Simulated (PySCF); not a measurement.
```yaml
atoms:
  - { symbol: O, position_ang: [0.7395, -2.3541, 0.0324] }
  - { symbol: C, position_ang: [0.2392, -1.2631, -0.0633] }
  - { symbol: C, position_ang: [-1.2220, -0.8732, -0.1751] }
  - { symbol: C, position_ang: [-1.2300, 0.5052, 0.3955] }
  - { symbol: C, position_ang: [0.0894, 1.1816, 0.2170] }
  - { symbol: O, position_ang: [0.1960, 2.3446, 0.3567] }
  - { symbol: C, position_ang: [1.0824, 0.0436, -0.0741] }
  - { symbol: H, position_ang: [-1.8566, -1.5959, 0.3853] }
  - { symbol: H, position_ang: [-1.3987, -0.9456, -1.2472] }
  - { symbol: H, position_ang: [-2.0773, 1.0586, -0.0799] }
  - { symbol: H, position_ang: [-1.2851, 0.4236, 1.5139] }
  - { symbol: H, position_ang: [1.3733, 0.2991, -1.1073] }
  - { symbol: H, position_ang: [1.8715, 0.1406, 0.6681] }
```

Geometry: GFN2-xTB, MD frame at 250 fs, 300 K.

Method: PBE0/pcSseg-1, SCF density, gas phase, non-relativistic in PySCF.

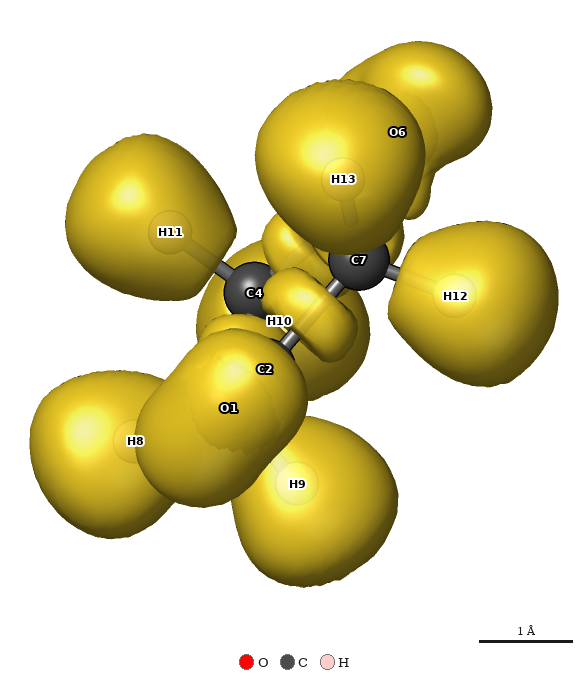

C5H6O2 (SMILES O=C1CCC(=O)C1). Isosurface of the electron localisation function at 0.75 (yellow), seen at an oblique angle. Core shells and regions of very low density are left out.

Describe the localisation domains.

Answer. The ELF exceeds this value in five regions between bonded C–C atoms (shared pairs), six regions around hydrogen nuclei and two regions on O in which the atom's valence shell and bonds are merged. Profiles from the grid: C–O (1.18 Å): the ELF peaks at about 0.85 between the atoms (a multiple bond). C–C (1.49 Å): the ELF peaks at about 0.95 between the atoms; localised, covalent bonding.
